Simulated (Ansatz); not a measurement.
# Run report: BCl₃, single-point calculation

- system: BCl₃
- method: RKS PBE0-D4/def2-TZVPP (Ansatz 0.2.0)

The geometry comes from this level: PBE0-D4/def2-TZVP.

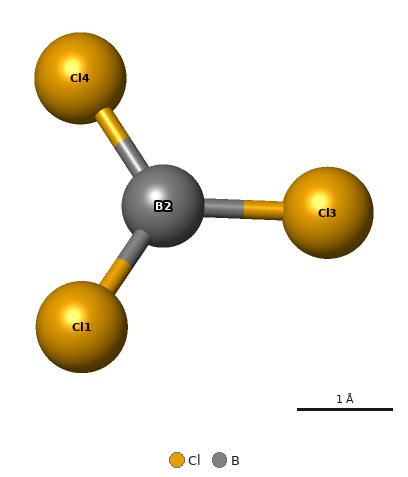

The input geometry (ball-and-stick view, seen at a tilt; atoms are numbered from 1 in the order of the input).

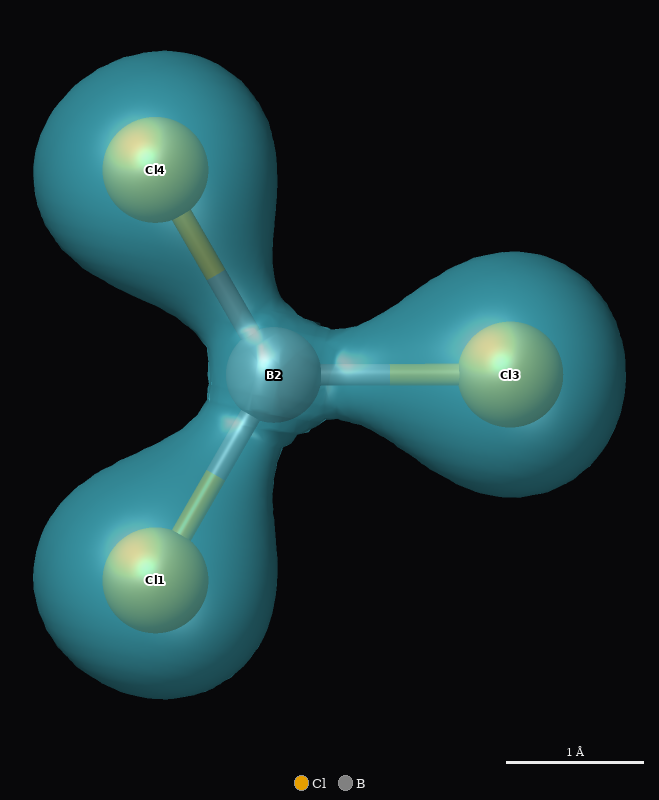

Isosurface of the electron density at 0.8 e/Å³ (cyan), seen face on. At this value the surface is in one piece. On the grid the lowest density along these lines, outside the cores, is 1.1 e/Å³ (B–Cl, 1.74 Å).

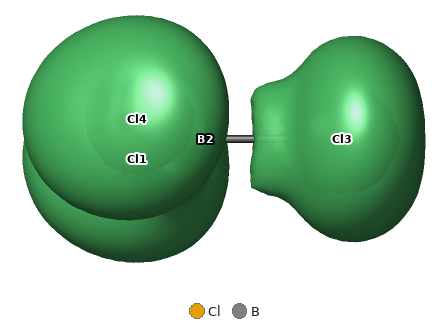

Isosurface of the ELF at 0.75 (green), seen from the side. Only the valence region is drawn (cores and ρ < 0.01 e/Å³ removed). Along the contacts the grid gives the following. B–Cl (1.74 Å): the ELF peaks at about 0.90 between the atoms (a shared but strongly polarised pair).

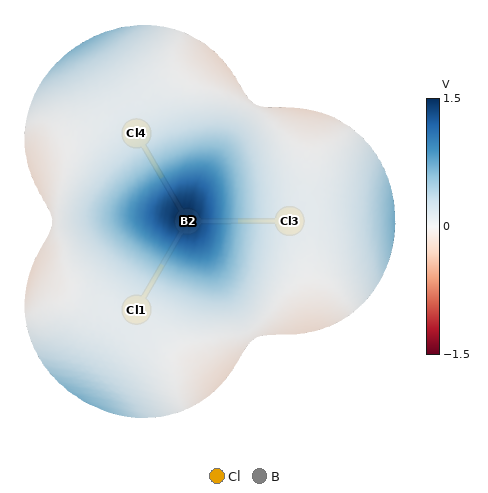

The molecular electrostatic potential painted on the density surface at 0.002 e/bohr³, seen face on; red is negative and blue positive.

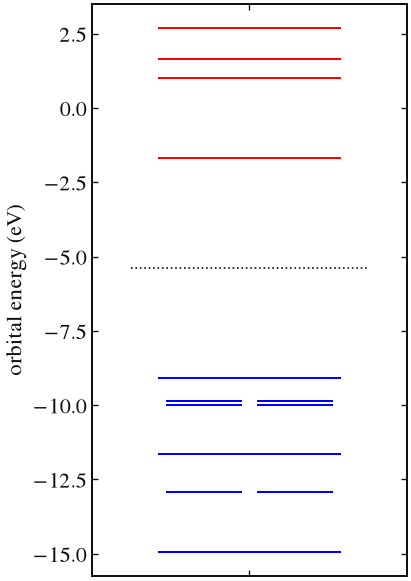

Orbital energies near the frontier; the dotted line parts filled from empty levels, and levels within 0.02 eV of each other stand side by side. Highest filled −9.09 eV, lowest empty −1.69 eV, 7.40 eV apart.

These pictures come from the run below.

## Input file
```yaml
crystal:
  periodic: [false, false, false]
  atoms:
    - {symbol: Cl, position_ang: [-0.243962, 0.501441, 1.633334]}
    - {symbol: B, position_ang: [0.014070, -0.014994, -0.005090]}
    - {symbol: Cl, position_ang: [0.956455, -1.437920, -0.329226]}
    - {symbol: Cl, position_ang: [-0.671065, 0.891174, -1.319316]}
basis:
  gaussian: {orbitals: def2-TZVPP}
hamiltonian: {xc: pbe0, dispersion: d4}
output: {orbitals: {seedname: orbitals}}
```

Run as:
```bash
ansatz run in.yaml --threads 4 --pin off --events-out ev --progress --plain --max-ram 10444MiB
```

## Log
```
Functional definition: PBE0
  name "PBE0"
  cite "Adamo & Barone, J. Chem. Phys. 110, 6158 (1999) doi:10.1063/1.478522"
  cite "Perdew, Burke & Ernzerhof, Phys. Rev. Lett. 77, 3865 (1996) doi:10.1103/PhysRevLett.77.3865"
  parent pbe
  parameter a = 0.25
  parameter kappa = 0.804
  parameter beta = 0.06672455060314922
  exchange = (1 - a)*pbe_x(kappa = kappa, mu = beta*pi^2/3) + a*exact_x
  correlation = pbe_c(beta = beta)
1144 factors; their error is unknown
mean field evaluation 1: about -38235.1147 eV, gradient 1.5e1 eV
mean field evaluation 2: about -38235.2093 eV, gradient 1.4e1 eV
mean field evaluation 4: about -38235.5966 eV, gradient 7.8e-1 eV
mean field evaluation 8: about -38235.6987 eV, gradient 3.2e-3 eV
mean field -38235.69874195 eV, -1405.1360116794 hartree, gradient 2.7e-5 eV, S^2 0.000000; 0 other end points of the search recorded, 0 dependent functions left out
reference -38235.69876739 eV, -1405.1360126141 hartree; 28, 28 occupied and 129, 129 virtual orbitals, 1144 factors
Total energy: -38235.81336782 eV, -1405.1402241023 hartree
```

## Summary

```tsv
quantity	value
outcome	converged
total energy	−38235.8134 eV
mean-field energy	−38235.6988 eV
dispersion energy	−0.1146 eV
SCF solution under orbital rotations	stable
HOMO	−9.09 eV
LUMO	−1.69 eV
hardware	4 threads of Arm Neoverse V1, 23 GiB of memory available, shared host
wall time	2 s (CPU time 5.8 s)
peak memory	0.35 GiB
```
